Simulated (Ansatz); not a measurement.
**doublet HNO−: levels of theory compared**

We compute a comparison of 6 runs (UHF/3-21G, UB3LYP/6-31G*, UBHLYP/def2-TZVPPD, UPBE-QIDH/def2-TZVPPD, USVWN5/def2-TZVPPD, UCCSD(T)/def2-TZVPPD) of doublet HNO−. 

Program for the calculation: Ansatz 0.2.0.

60 further runs of the same task are left out: 60 set aside as unsound or not needed.

## 1. The structure to begin with

HNO−: 3 atoms, total charge -1, spin state doublet. SMILES of the parent species: `N=O`. The coordinates come from a PBE0-D4/def2-TZVP relaxation. That shape belongs to the parent species and isn't relaxed for this state.

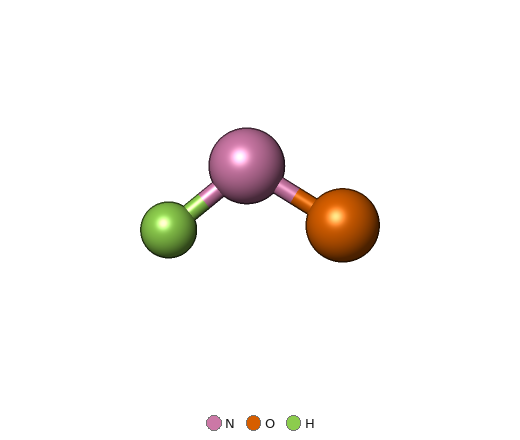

Viewed from a chosen angle; nitrogen pink, oxygen orange, hydrogen green.

## 2. The energy at UHF/3-21G (run 1)

The input, in.yaml:

```yaml
crystal:
  periodic: [false, false, false]
  atoms:
    - {symbol: "N", position_ang: [-0.283700, 0.312790, -0.117160]}
    - {symbol: O, position_ang: [0.755300, 0.397200, 0.456500]}
    - {symbol: H, position_ang: [-0.471600, -0.709980, -0.339350]}
basis:
  gaussian: {orbitals: 3-21G.json}
total_charge: -1
magnetization: {spin_polarized: true, initial_magnetization: 1}
hamiltonian: {xc: hf}
accuracy: high
output: {orbitals: {seedname: orbitals}}
```

The basis set 3-21G is read from a file made from the Basis Set Exchange's data (not shown).

Launch:

```sh
$ ansatz run in.yaml --threads 1 --pin off --max-ram 3480MiB --events-out events.jsonl --progress --plain --runs-dir runs
```

Log:

```text
Warning: RAYON_NUM_THREADS=1 ignored (pool sized by the plan → 1); use --threads N
Functional definition: HF
  name "HF"
  exchange = exact_x
  correlation = 0
389 factors; integrals over basis functions are off by at most 9.4e-9 eV
mean field evaluation 1: about -3508.6487 eV, gradient 1.5e1 eV
mean field evaluation 2: about -3508.6558 eV, gradient 1.5e1 eV
mean field evaluation 4: about -3509.5719 eV, gradient 1.1e0 eV
mean field evaluation 8: about -3509.5862 eV, gradient 1.4e-3 eV
mean field -3509.58624877 eV, -128.9749157594 hartree, gradient 2.0e-8 eV, S^2 0.759465; 0 other end points of the search recorded, 0 dependent functions left out
reference -3509.58624877 eV, -128.9749157594 hartree; 9, 8 occupied and 11, 12 virtual orbitals, 389 factors
Total energy: -3509.58624877 eV, -128.9749157594 hartree
```

It took 0.12 s on 1 thread of Arm Neoverse V2, shared host.

## 3. A single-point energy at UB3LYP/6-31G(d) (spherical functions) (run 2)

The input, molecule.yaml:

```yaml
crystal:
  periodic: [false, false, false]
  atoms:
    - {symbol: N, position_ang: [-0.283700, 0.312790, -0.117160]}
    - {symbol: O, position_ang: [0.755300, 0.397200, 0.456500]}
    - {symbol: H, position_ang: [-0.471600, -0.709980, -0.339350]}
basis:
  gaussian: {orbitals: 6-31G_st_-spherical.json}
output: {orbitals: {seedname: orbitals}}
hamiltonian: {xc: {name: B3LYP}}
magnetization: {spin_polarized: true, initial_magnetization: 1}
accuracy: high
total_charge: -1
```

The basis set 6-31G* is read from a file made from the Basis Set Exchange's data (not shown).

Launch:

```sh
$ ansatz run molecule.yaml --threads 1 --pin off --max-ram 3480MiB --events-out events.jsonl --progress --plain --runs-dir runs
```

Log:

```text
Warning: RAYON_NUM_THREADS=1 ignored (pool sized by the plan → 1); use --threads N
Functional definition: B3LYP
  name "B3LYP"
  parameter a0 = 0.2
  parameter ax = 0.72
  parameter ac = 0.81
  exchange = (1 - a0 - ax)*slater_x + ax*b88_x + a0*exact_x
  correlation = (1 - ac)*vwn_rpa_c + ac*lyp_c
578 factors; integrals over basis functions are off by at most 2.7e-9 eV
mean field evaluation 1: about -3548.3442 eV, gradient 1.4e1 eV
mean field evaluation 2: about -3548.1227 eV, gradient 1.6e1 eV
mean field evaluation 4: about -3549.0206 eV, gradient 1.1e0 eV
mean field evaluation 8: about -3549.1211 eV, gradient 2.4e-2 eV
mean field evaluation 16: about -3549.1211 eV, gradient 3.3e-5 eV
mean field -3549.12108720 eV, -130.4277942741 hartree, gradient 9.5e-8 eV, S^2 0.752970; 0 other end points of the search recorded, 0 dependent functions left out
reference -3549.12110594 eV, -130.4277949626 hartree; 9, 8 occupied and 21, 22 virtual orbitals, 578 factors
Total energy: -3549.12110594 eV, -130.4277949626 hartree
```

Wall time 1.7 s (1 thread of Arm Neoverse V2, shared host); peak memory 0.1 GiB.

Runs 3 to 5 aren't shown in full; the table further down has their settings and results.

## 4. A single-point energy at UCCSD(T)/def2-TZVPPD (run 6)

The input, molecule.yaml:

```yaml
crystal:
  periodic: [false, false, false]
  atoms:
    - {symbol: "N", position_ang: [-0.283700, 0.312790, -0.117160]}
    - {symbol: O, position_ang: [0.755300, 0.397200, 0.456500]}
    - {symbol: H, position_ang: [-0.471600, -0.709980, -0.339350]}
basis:
  gaussian: {orbitals: def2-TZVPPD.json}
total_charge: -1
magnetization: {spin_polarized: true, initial_magnetization: 1}
correlation: {method: ccsd_t, frozen_orbitals: {H: 0, "N": 1, O: 1}}
accuracy: high
scf: {omitted_lower_state_checks: [cluster_reference, increment]}
```

The basis set def2-TZVPPD is read from a file made from the Basis Set Exchange's data (not shown).

Launch:

```sh
$ ansatz run molecule.yaml --threads 1 --pin off --max-ram 3480MiB --events-out events.jsonl --progress --plain --runs-dir runs
```

Log:

```text
Warning: RAYON_NUM_THREADS=1 ignored (pool sized by the plan → 1); use --threads N
[... 17 lines left out ...]
2 core orbitals not correlated: weight in the atoms' cores, before any rotation towards them, 1.000 or more for the frozen orbitals, at most 0.000 for the correlated occupied ones
[... 32 lines left out ...]
Total energy: -3545.37261080 eV, -130.2900403071 hartree
Checks for a lower state left out: cluster_reference, increment
```

Run time: 29 s. Hardware: 1 thread of Arm Neoverse V2, shared host; peak memory 0.85 GiB.

## 5. All runs side by side

| run | level | frozen core orbitals | energy (Eh) | HOMO energy (eV) | LUMO energy (eV) | ⟨S²⟩ | wall time |
| --- | --- | --- | --- | --- | --- | --- | --- |
| 1 | UHF/3-21G | – | -128.974916 | 0.51 | 15.67 | 0.759 | 0.12 s |
| 2 | UB3LYP/6-31G* (spherical functions) | – | -130.427795 | 4.67 | 8.89 | 0.753 | 1.7 s |
| 3 | UBHLYP/def2-TZVPPD | – | -130.455109 | 1.20 | 6.12 | 0.760 | 5.4 s |
| 4 | UPBE-QIDH/def2-TZVPPD | 2 | -130.360087 | 0.12 | 6.62 | 0.764 | 7.2 s |
| 5 | USVWN5/def2-TZVPPD | – | -129.556318 | 4.09 | 5.09 | 0.753 | 6.6 s |
| 6 | UCCSD(T)/def2-TZVPPD | 2 | -130.290040 | – | – | 0.776 | 29 s |

## 6. Results

| quantity | value |
| --- | --- |
| run 6: total energy | -130.29004 Eh |
| run 6: correlation energy (2 core orbitals frozen) | -465.7 mEh |
| run 6: (T) correction | -18.23 mEh |
| run 6: ⟨S²⟩ of the reference determinant | 0.776 |
| run 6: T1 diagnostic | 0.020 |

**Reading.** Totals of different functionals can't be ranked against each other. In runs 1, 2, 3, 4, 5 the HOMO lies above zero, so the outermost electron may be held by the basis alone. All runs together took 50 s, the longest 29 s.
